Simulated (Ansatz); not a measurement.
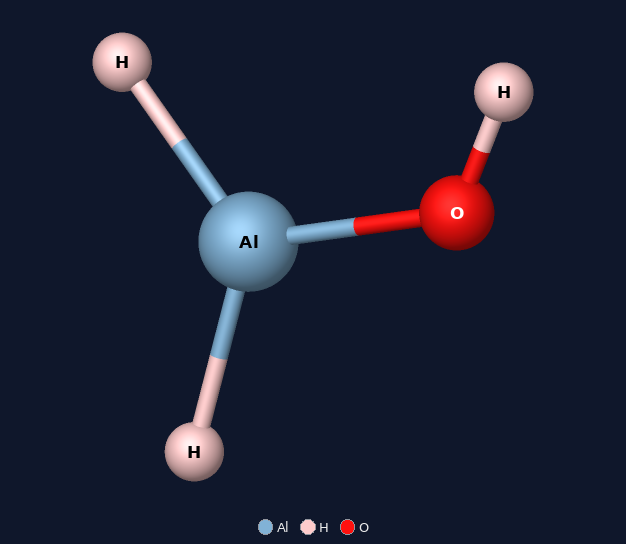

Sticks follow a distance rule. Harmonic vibrations computed with RKS PBE0-D4/def2-TZVP (Ansatz 0.2.0) at a stationary point of the same level.

How many imaginary frequencies does it have?

Answer. A minimum: no imaginary frequency, and the lowest mode lies at 433 cm⁻¹.

List the wavenumbers.

Answer. 9 modes: 433, 489, 617, 673, 769, 865, 1929, 1964, 3960 cm⁻¹.
